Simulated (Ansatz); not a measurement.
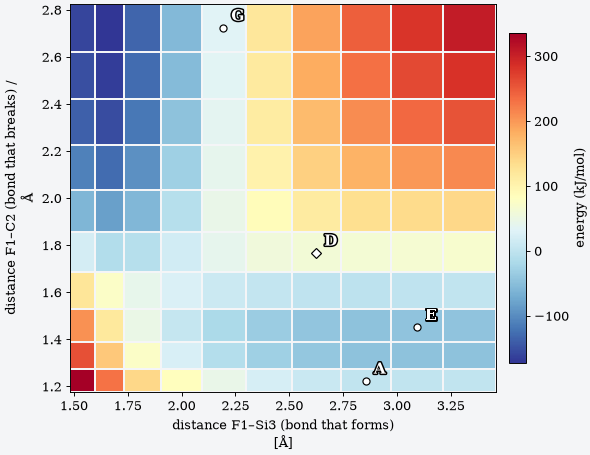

The reacting system CH6FSi (fragments CH₃F + H₃Si where the first distance is long, FH₃Si + CH₃ where the second is long), spin multiplicity 2. First axis: distance F1–Si3 (bond that forms). Second axis: distance F1–C2 (bond that breaks). Relaxed at each point: all other coordinates. Grid: 10 × 10 points. Points are written as (first, second). All energies are given in kJ/mol relative to a guessed transition structure relaxed with its forming and breaking bonds held. Energies and slopes of some neighbouring points disagree (a jump in structure or state, or too coarse a mesh). Computed with UKS r2SCAN-D4/def2-SVP in Ansatz.

Drawn: one coloured cell a grid point, lettered points.

### Rank the lettered points by energy, lowest first.

E (−45 kJ/mol), A (2.2 kJ/mol), G (33 kJ/mol), D (61 kJ/mol).
